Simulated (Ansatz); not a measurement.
BrGa₂H₃N₂

Input file:

```
crystal:
  periodic: [false, false, false]
  atoms:
    - {symbol: Br, position_ang: [0.998745, 2.385403, -3.315362]}
    - {symbol: Ga, position_ang: [-1.227443, 2.321067, -1.671771]}
    - {symbol: Ga, position_ang: [1.110264, -0.034893, -2.236525]}
    - {symbol: "N", position_ang: [0.446085, 2.282451, -0.187680]}
    - {symbol: "N", position_ang: [0.260939, 0.934304, -0.635788]}
    - {symbol: H, position_ang: [0.322178, 2.383043, 0.818615]}
    - {symbol: H, position_ang: [-0.019090, 0.341905, 0.145315]}
    - {symbol: H, position_ang: [1.367101, 2.633937, -0.453930]}
basis:
  gaussian:
    orbitals: def2-SVPD
hamiltonian:
  xc: {name: PBE0}
output:
  forces: true
  orbitals: {seedname: orbitals}
```

Launched as:

```sh
ansatz run input.yaml --threads 2 --pin off --max-ram 4350MiB --events-out events.jsonl --progress --plain --runs-dir runs
```

Geometry: PBE0-D3(BJ)/def2-SVP.

These are results of Ansatz 0.2.0, isolated molecule in a Gaussian basis; Kohn-Sham density functional theory, functional PBE0, not measurements.

Question: Predict the electron density and electron localisation function between the atoms.

Answer: N–N (1.43 Å): ρ is about 2.1 e/Å³ halfway; the ELF peaks at about 0.90 between the atoms (a covalent bond).
N–H (1.02 Å): the density is about 2.9 e/Å³ at the midpoint; the ELF climbs to about 1 towards the hydrogen, as it does in any bond to H: an ordinary covalent bond to hydrogen.

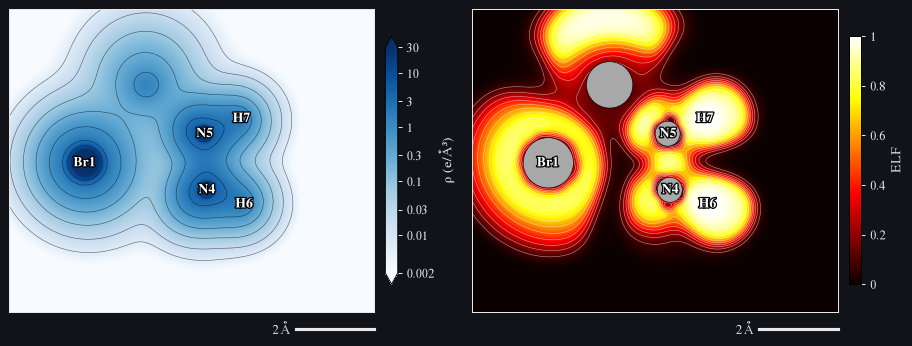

Computed electron density and electron localisation function on the plane of atoms N4, N5 and H7, in this order. Grey discs cover the atomic cores in the ELF map. 
